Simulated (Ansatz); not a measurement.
## Profile along the Co–Si line in CoSi2 (fluorite type, space group Fm-3m)

CoSi₂ (fluorite type, space group Fm-3m)

```cif
data_Co4Si8
_chemical_formula_sum 'Co4 Si8'
_space_group_name_H-M_alt 'Fm-3m'
_space_group_IT_number 225
_space_group_name_Hall '-F 4 2 3'
_cell_length_a 5.31220
_cell_length_b 5.31220
_cell_length_c 5.31220
_cell_angle_alpha 90.000
_cell_angle_beta 90.000
_cell_angle_gamma 90.000
loop_
_atom_site_label
_atom_site_type_symbol
_atom_site_symmetry_multiplicity
_atom_site_Wyckoff_symbol
_atom_site_fract_x
_atom_site_fract_y
_atom_site_fract_z
_atom_site_occupancy
Co1 Co 4 a 0.00000 0.00000 0.00000 1
Si1 Si 8 c 0.25000 0.25000 0.25000 1
```
(The calculation used a cell of 3 atoms; values per cell refer to that cell.)

Fields along a shortest Co–Si line of a {110} plane (2.30 Å), from Co to Si, interpolated on the slice's grid (step about 0.2 Å). Computed with PBEsol (plane waves to 420 eV, PAW, scalar-relativistic; Ansatz, a first-principles code). k mesh 15×15×15. Near the nuclei the fields are pseudised (PAW); where an atom keeps semicore shells as valence, they peak there. CoSi2 is run without spin polarisation. CoSi2 was relaxed with its symmetry unable to fall.

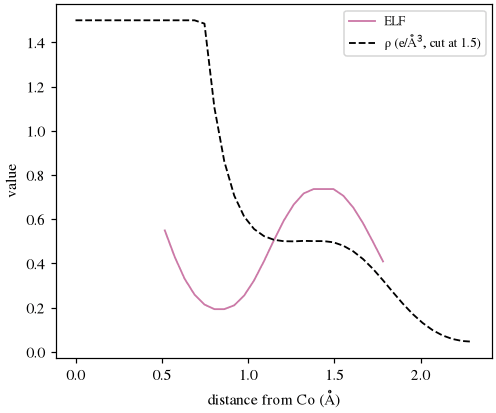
Figure: ELF (away from the nuclei) and valence density from Co to Si.

Density on the Co–Si line (2.30 Å) at its midpoint: 0.51 e/Å³. ELF at that point: 0.5. ELF maximum in the middle third of the Co–Si line: 0.74, 1.4 Å from Co.
